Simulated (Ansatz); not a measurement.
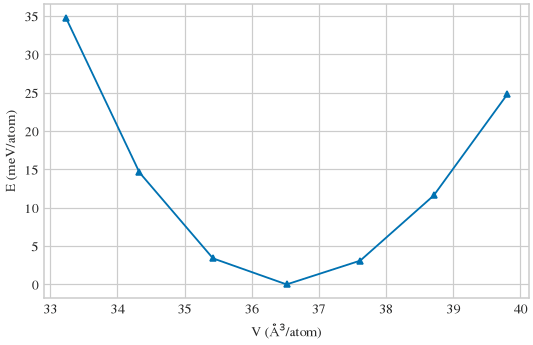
Figure: SrPb in space group Cmcm (No. 63; Pb on 4c, Sr on 4c) under volume change, plane-wave PAW r²SCAN (Ansatz code), shape and atoms relaxed at each volume.

**Question.** What does a third-order Birch–Murnaghan fit give for V₀, B₀ and B′?

**Answer.** V₀ = 36.52 Å³/atom, B₀ = 31.6 GPa, B′ = 4.6.

The workflow started from an entry of the Crystallography Open Database (COD). Whether it is the stable phase at ambient conditions was not checked. Symmetry was held in the r²SCAN relaxation; whether a distortion lowers the energy is not shown. Scalar-relativistic: spin–orbit coupling is off unless named, which matters more the heavier the elements.

Potentials: the later of the program's two PAW sets.
